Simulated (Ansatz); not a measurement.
# How fast states decay through Lu2Te2Se, part 3 of 3

Aim: relax a made-up compound, Lu2Te2Se, and see how good a tunnel barrier it would be. It is built by putting Te for O in the Lu2SeO2 structure of space group P-3m1, with the volume rescaled by atomic radii. The parent structure comes from the Materials Project.

Ansatz 0.2.0; r2SCAN DFT, plane waves, PAW files (the session's first sound run).

So far. Step 4 (Decaying states in the gap): At the listed wavevectors the last open channel is at -0.04 eV and the next at +1.16 eV on the grid. At +0.56 eV, the grid energy nearest the filling level (the middle of the gap on the SCF mesh), the slowest state at the listed wavevectors decays with κ = 0.135 Å⁻¹, its amplitude falling by e over 7.4 Å. Through 1 nm of this crystal that state's transmission falls by exp(−2 × 0.135 Å⁻¹ × 10 Å) = 0.067.

The structure was built from a prototype and need not be the compound's stable phase.

## (6) Band edges at another level, cutoff 1290 eV (continued)

Level of this step: r2SCAN DFT, plane waves, JTH PAW files (Ansatz).

Electronic bands along the path, in eV, zero at the Fermi level (highest filled level under fixed occupations); v1 is the highest filled band, c1 the lowest empty one:

```tsv
point	v4	v3	v2	v1	c1	c2	c3	c4
VBM	-0.71	-0.31	0.00	0.00	1.87	2.33	2.33	3.35
CBM	-1.34	-1.19	-0.93	-0.90	1.10	2.75	3.38	3.96
```

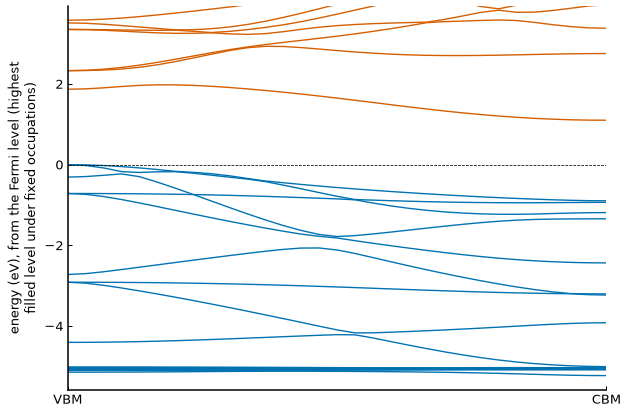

Electronic bands along the path; lines of filled and empty bands in two colours.

The searched edges give 1.10 eV, as on the mesh.

## (7) Complex bands at another level

This step: r2SCAN DFT, plane waves, JTH PAW files; complex bands by layer matching along the plane's normal (Ansatz 0.2.0).

The complex bands at that level, over its own gap, at (0, 0) and (-0.5, 0).

input.yaml

```yaml
crystal:
  lattice:
    - [11.384879901, 0.0, 0.0]
    - [0.767741534, 4.1099712, 0.0]
    - [1.535483069, 1.839864726, 3.426146503]
  atoms:
    - { symbol: Lu, position: [0.8312617721, 0.3333333333, 0.5020715612] }
    - { symbol: Lu, position: [0.1687382279, 0.6666666667, 0.4979284388] }
    - { symbol: Se, position: [0.0, 0.0, 0.0] }
    - { symbol: Te, position: [0.3213837284, 0.3333333333, 0.0119496049] }
    - { symbol: Te, position: [0.6786162716, 0.6666666667, 0.9880503951] }
kpoints:
  mp_grid: { grid: [8, 8, 8] }
scf:
  occupations: { method: fixed }
hamiltonian:
  xc: r2scan
  pseudopotentials: { kind: paw, source: jth }
output:
  eigenvalues: true
  transmission:
    leads: [[0, 0]]
    kpoints: [[0.0, 0.0], [-0.5, 0.0]]
    e_range: [-1.0, 2.1]
    de: 0.06
```

Launch:

```bash
> ansatz run input.yaml --threads 2 --pin off --max-ram 4096MiB --backend cpu --events-out ev --progress --plain --runs-dir out
```

Numbers of over 12 decimals in the logs are rounded to 6 here.

Output:

```text
Warning: <dir> the checks of this Lu dataset prove no rule for summing its radial tables, as where they were carried onto another mesh than they were made on, and Gregory's rule is taken, under which a leading mesh point left out moves its sums only by what lay on the interval it spanned. That does not make them correct, and they differ from Quantum ESPRESSO's on this file; a re-export a fraction of a mesh step off can move them. hamiltonian.pseudopotentials.radial_quadrature: simpson_from_first_knot sums it by `pw.x`'s rule; on a PAW file no value gives `pw.x`'s numbers. What more to know: hamiltonian.pseudopotentials.radial_quadrature, in the input reference
Warning: <dir> the checks of this Se dataset prove no rule for summing its radial tables, as where they were carried onto another mesh than they were made on, and Gregory's rule is taken, under which a leading mesh point left out moves its sums only by what lay on the interval it spanned. That does not make them correct, and they differ from Quantum ESPRESSO's on this file; a re-export a fraction of a mesh step off can move them. hamiltonian.pseudopotentials.radial_quadrature: simpson_from_first_knot sums it by `pw.x`'s rule; on a PAW file no value gives `pw.x`'s numbers. What more to know: hamiltonian.pseudopotentials.radial_quadrature, in the input reference
Warning: <dir> the checks of this Te dataset prove no rule for summing its radial tables, as where they were carried onto another mesh than they were made on, and Gregory's rule is taken, under which a leading mesh point left out moves its sums only by what lay on the interval it spanned. That does not make them correct, and they differ from Quantum ESPRESSO's on this file; a re-export a fraction of a mesh step off can move them. hamiltonian.pseudopotentials.radial_quadrature: simpson_from_first_knot sums it by `pw.x`'s rule; on a PAW file no value gives `pw.x`'s numbers. What more to know: hamiltonian.pseudopotentials.radial_quadrature, in the input reference
Engine: ansatz 0.2.0, aarch64-unknown-linux-gnu
Pseudopotentials: kind: paw
Pseudopotential: Lu, paw, valence charge 25, recommended cutoff 1290 eV (normal), Lu.paw.azcp
Pseudopotential: Se, paw, valence charge 6, recommended cutoff 270 eV (normal), Se.paw.azcp
Pseudopotential: Te, paw, valence charge 6, recommended cutoff 540 eV (normal), Te.paw.azcp
Functional definition: r2SCAN
  parameter k0 = 0.174
  parameter k1 = 0.065
  parameter a1 = 4.9479
  exchange = r2scan_x(k0 = k0, k1 = k1, a1 = a1)
  correlation = r2scan_c
Error: memory limit exceeded: the `transmission` phase of `transmission` needs 10.54 GiB against the run's memory maximum of 4.00 GiB; largest carriers: transmission 8.42 GiB, source scf tables 1.81 GiB, unmodelled-tail allowance 0.30 GiB, source scf state 0.01 GiB; this run sums exchange and correlation above basis.xc_grid: 1 (its plan line states the level, which a resume's fixed deck keeps): xc box scratch, where  [...]
with nothing else changed it takes a maximum of at least 10.55 GiB, with nothing to spare, and 11.60 GiB leaves up to a tenth: --max-ram 11.60GiB where that set the maximum, else more of the term that did, and with no share typed, where 11.60 GiB is over 0.88 of the host's memory or its container's limit, a share of 0.88 or more that holds the maximum too (--max-ram-frac F), where one does; The budget is ten eleventh [...]
`transmission` follows the SCF: where the deck gives it k-points, a mesh or a band count of its own, those are what to reduce (not on a resume, whose deck is fixed)
```

It took 0.67 s on 2 threads of Arm Neoverse V2, shared host; peak memory 0.31 GiB.

The program refused the input before any cycle.

The program's message: “Error: memory limit exceeded: the `transmission` phase of `transmission` needs 10.54 GiB against the run's memory maximum of 4.00 GiB; largest carriers: transmission 8.42 GiB, source scf tables 1.81 G …”

## (8) Summary of results

```yaml
band_gap: 1.14 eV
least_decay_constant_at_mid_gap_normal_to_101: 0.135 Å⁻¹
least_decay_constant_on_a_mesh_normal_to_101: 0.136 Å⁻¹
```

With r2SCAN, the slowest decay at the wavevectors tried is κ = 0.135 Å⁻¹, normal to (101). Through such a film the transmission near mid-gap falls as exp(−2κd), a factor of ten every 8.5 Å. A free electron under a barrier of half the gap would need a mass of 0.12 mₑ to decay at this rate. The compound is made up by substitution; its stability against other phases and against distortions of the cell's symmetry was not tested. r2SCAN still narrows gaps, if less than LDA and GGA do, while spin-orbit coupling, left out here, narrows them in compounds of heavy elements, so the error in κ can go either way.

[Logs are printed without paths, hosts, clocks, repeated set-up lines and the standing remarks that a program may print on its own settings, such as how far it seeks lower states.]

[Hosts, paths, dates, database ids (printed as entryN), source tags and the programs' standing remarks are cut or masked in the printed files.]

[New means built here by substitution; the compound itself may be known and measured.]
